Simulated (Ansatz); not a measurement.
## Pt(111) with 4 thermally displaced layers, 2x2: scattering by thermal displacements

Aim: the resistivity of Pt at 180 K from frozen thermal displacements between perfect leads.

Main program and level: Ansatz 0.2.0; Ansatz plane-wave DFT, PBE, PAW files; ballistic transport by layer matching (Landauer), zero bias; PAW set soft_1.

## 1. The structure

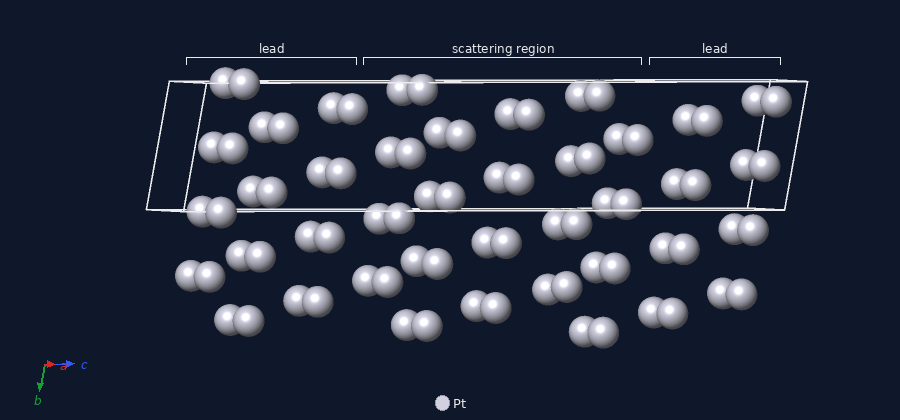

The starting structure, seen from the side, with the c axis across the page (platinum light grey). 1×2×1 cells are drawn.

The cell holds 40 atoms: 40 Pt. Cell: a = 5.546 Å, b = 5.546 Å, c = 22.699 Å, α = 93.5°, β = 86.5°, γ = 120.0°. It derives from Pt. Regions: lead, 24 atoms (24 Pt); scattering region, 16 atoms (16 Pt). The structure is stacked along c, and the current runs across the ab planes.

## 2. With 4 displaced layers

Each atom of 4 layers is moved at random, by amounts drawn from a normal law 0.0494 Å wide in each direction from the Debye model (240 K) at 180 K. The layers about the cell's end stay perfect and serve as the lead. Disorder leaves little or no symmetry, which makes such runs dear. Energies from -0.05 to 0.05 eV in steps of 0.05 eV are too few for the program's thermal sum, so it prints no conductance; for a metal the transmission near the Fermi level serves, at a fraction of the cost.

input.yaml reads:

```yaml
crystal:
  lattice:
    - [5.5462627489, 0.0, 0.0]
    - [-2.7731313745, 4.8032044366, 0.0]
    - [1.3865656872, -0.8005340728, 22.6425228571]
  atoms:
    - { symbol: Pt, position: [0.9916666667, 0.0083333333, 0.05] }
    - { symbol: Pt, position: [0.9916666667, 0.5083333333, 0.05] }
    - { symbol: Pt, position: [0.4916666667, 0.0083333333, 0.05] }
    - { symbol: Pt, position: [0.4916666667, 0.5083333333, 0.05] }
    - { symbol: Pt, position: [0.1416666667, 0.3583333333, 0.15] }
    - { symbol: Pt, position: [0.1416666667, 0.8583333333, 0.15] }
    - { symbol: Pt, position: [0.6416666667, 0.3583333333, 0.15] }
    - { symbol: Pt, position: [0.6416666667, 0.8583333333, 0.15] }
    - { symbol: Pt, position: [0.2916666667, 0.2083333333, 0.25] }
    - { symbol: Pt, position: [0.2916666667, 0.7083333333, 0.25] }
    - { symbol: Pt, position: [0.7916666667, 0.2083333333, 0.25] }
    - { symbol: Pt, position: [0.7916666667, 0.7083333333, 0.25] }
    - { symbol: Pt, position: [0.9418744913, 0.0572066306, 0.3513983533] }
    - { symbol: Pt, position: [0.9397133259, 0.5529512528, 0.3507895374] }
    - { symbol: Pt, position: [0.4584208492, 0.067825583, 0.3484634047] }
    - { symbol: Pt, position: [0.4271639129, 0.5519329791, 0.3500902347] }
    - { symbol: Pt, position: [0.070268637, 0.4056278958, 0.4472795721] }
    - { symbol: Pt, position: [0.0824532704, 0.9026161439, 0.4493093633] }
    - { symbol: Pt, position: [0.600748053, 0.4190171969, 0.4497193465] }
    - { symbol: Pt, position: [0.6002960175, 0.9016143727, 0.450767517] }
    - { symbol: Pt, position: [0.2504746426, 0.2590304364, 0.5483765805] }
    - { symbol: Pt, position: [0.2310145407, 0.753702072, 0.5504807928] }
    - { symbol: Pt, position: [0.7316483068, 0.2561223351, 0.5496523346] }
    - { symbol: Pt, position: [0.747463209, 0.760672155, 0.550775951] }
    - { symbol: Pt, position: [0.8848860527, 0.1072845139, 0.6517117987] }
    - { symbol: Pt, position: [0.8979484233, 0.5959246509, 0.6533056299] }
    - { symbol: Pt, position: [0.4075886527, 0.1164716475, 0.6505774349] }
    - { symbol: Pt, position: [0.3956587181, 0.6240541746, 0.6542801947] }
    - { symbol: Pt, position: [0.0416666667, 0.4583333333, 0.75] }
    - { symbol: Pt, position: [0.0416666667, 0.9583333333, 0.75] }
    - { symbol: Pt, position: [0.5416666667, 0.4583333333, 0.75] }
    - { symbol: Pt, position: [0.5416666667, 0.9583333333, 0.75] }
    - { symbol: Pt, position: [0.1916666667, 0.3083333333, 0.85] }
    - { symbol: Pt, position: [0.1916666667, 0.8083333333, 0.85] }
    - { symbol: Pt, position: [0.6916666667, 0.3083333333, 0.85] }
    - { symbol: Pt, position: [0.6916666667, 0.8083333333, 0.85] }
    - { symbol: Pt, position: [0.8416666667, 0.1583333333, 0.95] }
    - { symbol: Pt, position: [0.8416666667, 0.6583333333, 0.95] }
    - { symbol: Pt, position: [0.3416666667, 0.1583333333, 0.95] }
    - { symbol: Pt, position: [0.3416666667, 0.6583333333, 0.95] }
kpoints:
  mp_grid: { grid: [5, 5, 1] }
hamiltonian:
  xc: pbe
  pseudopotentials: { kind: paw, azcp: { folder: soft_1 } }
scf:
  occupations: { method: fermi_dirac, width: 0.1 }
output:
  transmission:
    leads: [[0, 4]]
    kmesh: [10, 10]
    e_range: [-0.05, 0.05]
    de: 0.05
  write_potential: true
  write_density: true
  volumetric_format: npy
  elf: true
```

Command:

```sh
$ ansatz run input.yaml --threads 4 --pin off --max-ram 15360MiB --backend cpu --events-out ev --progress --plain --runs-dir out
```

Numbers of over 12 decimals in the logs are rounded to 6 here.

Log:

```text
Engine: ansatz 0.2.0, aarch64-unknown-linux-gnu
Pseudopotentials: kind: paw
Pseudopotential: Pt, paw, valence charge 18, recommended cutoff 420 eV (normal), soft_1/Pt.paw.azcp
Functional definition: PBE
  parameter kappa = 0.804
  parameter beta = 0.066725
  exchange = pbe_x(kappa = kappa, mu = beta*pi^2/3)
  correlation = pbe_c(beta = beta)
Crystal: 40 atoms, lattice volume = 603.193 Å³
Basis set: ecut = 420 eV, 11827 PW (Γ)
Bands: 432, of which v1, the nominal top of the filled ones, is band 360 counted from 1 (359 counted from 0)
Symmetry: 1 space group operations
Space group: P1 (ITA 1), of the structure as read, at distance tolerance 8.4e-5 Å
k-points: 13 of 25 (time reversal used)
Non-local potential: Pt, projectors of the file, l = 0: 3, l = 1: 2, l = 2: 2, l = 3: 1
PAW form: soft (Blöchl's): semilocal exchange-correlation on the pseudo side does not see the compensation charge
PAW one-centre angular grid: Pt, 590 points (default); XC on 64 Gauss nodes
Initial density: superposition of atomic densities (chi_scale 0.1, normalization cell)
Initial wavefunctions: pseudopotential atomic-orbital guess
Functional: x = pbe(κ = 0.804, μ = 0.219515), c = pbe(β = 0.066725)
SCF iter   1: F=—  HF=-501000.746140 eV  |F-HF|=—  |Δ(HF+E_count)|=         —  Δρ=8.56e-2  dr2=4.21e1  ethr=3.10e-3  ⟨swp⟩=4.6  Hψ=16768  notcnv=0  defer=206
preconditioner: auto → Kerker (q_TF=auto, 2.810 Å⁻¹)  [metal: Δε(μ)=0.003 eV  Ē_g=8.538 eV  σ=0.100 eV  W_gap=0.01  n_scr=246 (ndim 8)  ℏωp=30.2 eV  f_vac=0.000  D(μ)=69.22/eV (n_scr^D=924)]
SCF iter   2: F=—  HF=-500990.899469 eV  |F-HF|=—  |Δ(HF+E_count)|=    9.85e0  Δρ=4.54e-2  dr2=1.15e1  ethr=3.10e-3  ⟨swp⟩=2.9  Hψ=9425  notcnv=0  defer=484
SCF iter   3: F=—  HF=-500987.593706 eV  |F-HF|=—  |Δ(HF+E_count)|=    3.31e0  Δρ=6.52e-3  dr2=1.26e-1  ethr=1.60e-3  ⟨swp⟩=2.2  Hψ=8099  notcnv=0  defer=484
SCF iter   4: F=—  HF=-500987.609209 eV  |F-HF|=—  |Δ(HF+E_count)|=   1.55e-2  Δρ=1.08e-3  dr2=7.40e-3  ethr=1.74e-5  ⟨swp⟩=2.9  Hψ=9680  notcnv=0  defer=480
SCF iter   5: F=—  HF=-500987.609486 eV  |F-HF|=—  |Δ(HF+E_count)|=   2.77e-4  Δρ=3.49e-4  dr2=5.93e-4  ethr=1.03e-6  ⟨swp⟩=2.5  Hψ=7851  notcnv=0  defer=480
SCF iter   6: F=—  HF=-500987.609484 eV  |F-HF|=—  |Δ(HF+E_count)|=   1.74e-6  Δρ=5.48e-5  dr2=2.06e-5  ethr=8.23e-8  ⟨swp⟩=2.9  Hψ=10913  notcnv=0  defer=480
SCF iter   7: F=—  HF=-500987.608277 eV  |F-HF|=—  |Δ(HF+E_count)|=   1.21e-3  Δρ=1.12e-5  dr2=1.63e-6  ethr=2.85e-9  ⟨swp⟩=1.1  Hψ=5114  notcnv=0  defer=480
SCF iter   8: F=—  HF=-500987.608277 eV  |F-HF|=—  |Δ(HF+E_count)|=   5.44e-8  Δρ=2.43e-6  dr2=1.36e-7  ethr=2.26e-10  ⟨swp⟩=1.5  Hψ=6349  notcnv=0  defer=480
SCF iter   9: F=-500987.608277 eV  HF=-500987.608277 eV  |F-HF|=1.14e-8  |Δ(HF+E_count)|=   5.24e-9  Δρ=7.87e-7  dr2=1.33e-8  ethr=1.39e-11  ⟨swp⟩=8.2  Hψ=17325  notcnv=0
SCF 1 converged in 9 iterations: F = -500987.608277 eV  dr2 = 1.33e-8
  greatest PAW one-centre occupation: 1.000 electrons in one spin orbital (limit 2), on the Pt atom at site 13 (counted from 0), in its partial waves of l = 0
transmission: 220 of 2184 steps passed
transmission: 440 of 2184 steps passed
[...]
transmission: 2184 of 2184 steps passed
SCF converged after 9 iterations
Free energy (F): -500987.608277 eV
Harris-Foulkes:  -500987.608277 eV  (|F-HF|=1.14e-8)
Internal energy: -500985.370271 eV  (E = F + TS)
E sigma→0 (E₀):  -500986.489274 eV
Entropy (-TS):   -2.238006 eV (-55.950 meV/atom)
Fermi energy:    23.431364 eV
--- Per-component energies (eV) ---
  E_band       = -5137.738270
  E_kinetic    = 23902.059185
  E_local      = -57137.761704  (includes V_loc(G=0)·N_el)
  E_nonlocal   = 8155.673287
  E_hartree    = 21758.516998
  E_xc         = -9305.366784
  E_vxc        = -10872.386622  (∫ρ·V_xc dr)
  E_paw        = -379356.283625  (= ΣΔE_a)
  E_vpaw       = -12702.412361  (= ΣTr[D̂ρ^β])
  E_aug_tail   = 0.044487  (compensation charges beyond the density's cutoff)
  E_ewald      = -109002.252113
  E_smearing   = -2.238006  (= −TS)
  E_closure    = -0.000000  (closes the sum)
  Σ components = -500987.608277   (vs F -500987.608277, Δ=0.00e0)
--- Band table (eV; the first three rows and the last of 13) ---
  k-point 0: bands = [... 356 lower, 23.5828, 23.6201, 23.6266, 23.6557, 23.6680, 23.6753, 23.6885, 23.7306, ... 68 higher]
  k-point 1: bands = [... 356 lower, 23.3986, 23.4021, 23.4253, 23.4400, 23.4568, 23.4653, 23.5102, 23.5955, ... 68 higher]
  k-point 2: bands = [... 356 lower, 23.3277, 23.3515, 23.4029, 23.4581, 23.5192, 23.5357, 23.5407, 23.5535, ... 68 higher]
  k-point 12: bands = [... 356 lower, 23.2834, 23.3304, 23.4431, 23.4507, 23.4709, 23.4926, 23.5207, 23.5300, ... 68 higher]
--- Transmission ---
  basis      : 241 plane waves across, 42 finite elements along
  points     : 52, standing for a mesh of 10 x 10
  energies   : 3 from -0.050000 to 0.050000 eV about the Fermi level, 0.050000 eV apart; the leads are filled to 0.000000 eV, and channels, transmission and decay are at 0.000000 eV
  crystal 0  : Pt4, at the sites [0, 4], period 2.2643 Å, over 13.59 Å; its Hamiltonian steps by up to 8.9 meV
    offset         : up to 0.0000 Å between an atom of the period and one for which it stands
    channels       : 6.890000e0 a spin
    conductance    : none, the energies end too early or step too widely for 300 K: set another output.transmission.e_range or a lower de, or, where they end at an eighth of basis.ecutwfc, a higher one
  junction   : crystal 0 to crystal 0, 0.70 to 21.08 Å
    transmission   : 6.202546e0 a spin
    conductance    : none, the energies end too early or step too widely for 300 K: set another output.transmission.e_range or a lower de, or, where they end at an eighth of basis.ecutwfc, a higher one
```

Elapsed: 9.3 min, on 4 threads of Arm Neoverse V1, shared host; peak memory 5.7 GiB; 36 min of CPU time.

This step gave:

```
free energy                                    : -500987.6083 eV
energy at zero smearing                        : -500986.4893 eV
Fermi energy                                   : 23.43 eV
cell area                                      : 26.64 Å²
transmission per spin nearest the Fermi level  : 6.203
open channels per spin nearest the Fermi level : 6.89
step of the lead's potential                   : 8.9 meV
```

Per spin. The transmission, zone mean by energy, zero at the Fermi level:

```tsv
energy (eV)	transmission, zone mean
-0.0500	6.44
0.0000	6.20
0.0500	5.78
```

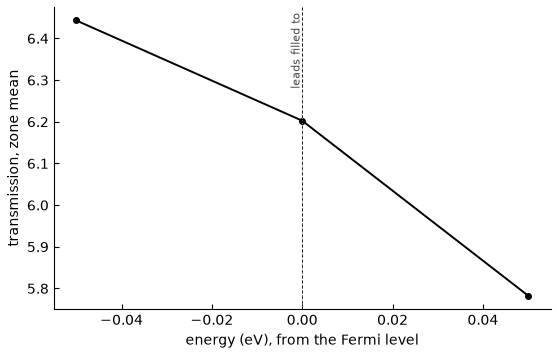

Transmission, zone mean against energy.

Per spin. Open channels, zone mean, lead against energy, zero at the Fermi level:

```tsv
energy (eV)	open channels, zone mean, lead
-0.0500	7.16
0.0000	6.89
0.0500	6.21
```

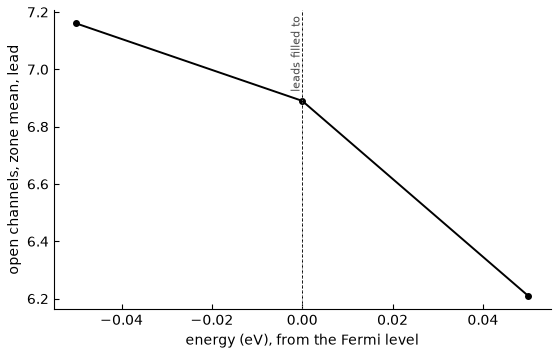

Open channels, zone mean, lead against energy.

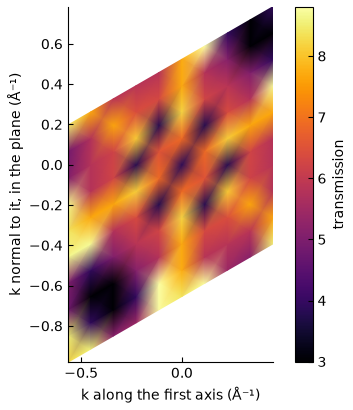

Transmission over k1 and k2. At 0.0000 eV from the Fermi level.

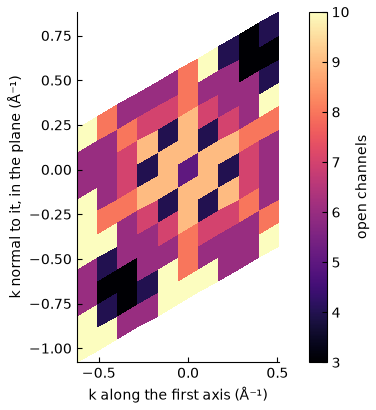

Open channels over k1 and k2. At 0.0000 eV from the Fermi level.

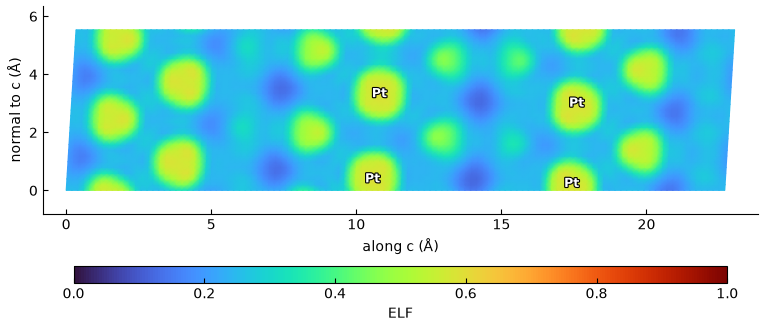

ELF in the ca plane at fractional y = 0.419, with atoms of Pt within 0.2 Å of it. It is the smooth field of the valence electrons, not physical close to the nuclei.

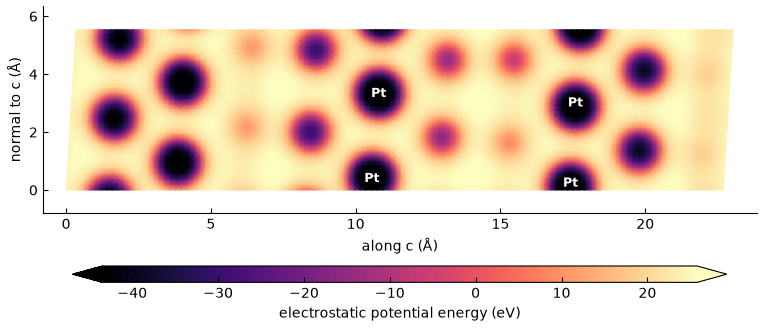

Electrostatic potential energy in the ca plane at fractional y = 0.419, with atoms of Pt within 0.2 Å of it. With pseudopotentials it is smooth inside the atoms' cores, unlike the true potential.

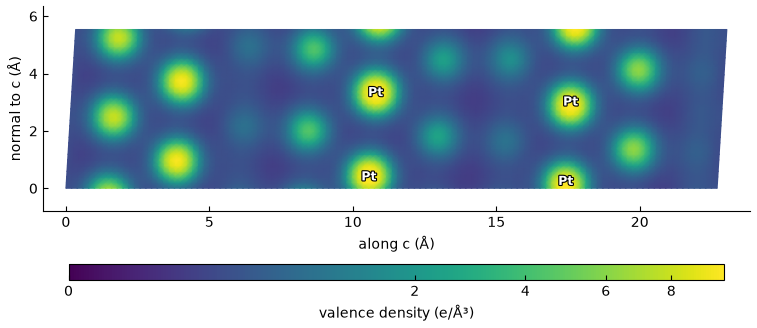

Valence density in the ca plane at fractional y = 0.419, with atoms of Pt within 0.2 Å of it. It is the smooth field of the valence electrons, not physical close to the nuclei. The colour scale is stretched toward low values.

Over the solved energies the transmission per spin lies between 5.78 and 6.44, out of 6.75 channels of the lead on average (up to 7.16).

(Continued in part 2 of 2.)

[Logs are printed without paths, hosts, clocks, repeated set-up lines and the standing remarks that a program may print on its own settings, such as how far it seeks lower states.]

[Hosts, paths, dates, database ids (printed as entryN), source tags and the programs' standing remarks are cut or masked in the printed files.]
